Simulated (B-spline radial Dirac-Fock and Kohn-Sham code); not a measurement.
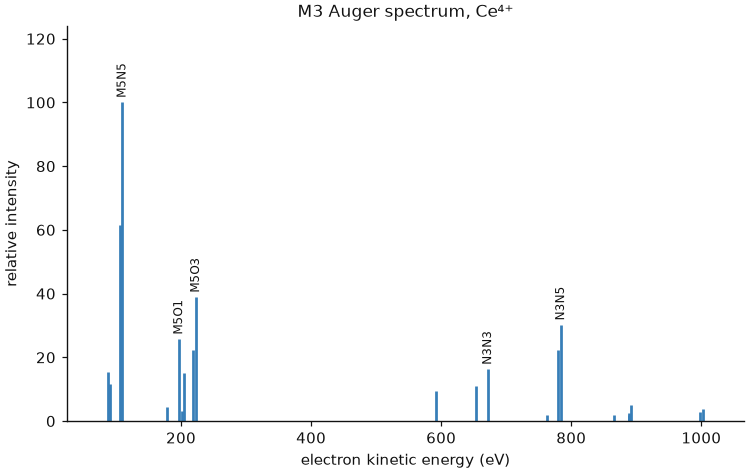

Auger and Coster–Kronig groups that fill an M3 (3p3/2) hole, as sticks. Kinetic energies count from the vacuum level; very weak lines are left out. It refers to the ion Ce⁴⁺ in the configuration [Xe]. Level of theory: independent-particle Coulomb rates on relativistic LDA orbitals, configuration-average energies from Dirac–Fock; calculated with a radial B-spline solver. Widths ruled by Coster–Kronig decay come out up to twice the measured ones in this model.

Q: How wide is the M3 level from this decay?

A: The non-radiative width is 2.52 eV.

Q: Which group is strongest?

A: M3-M5N5 at 109.7 eV, 24 % of the non-radiative width.
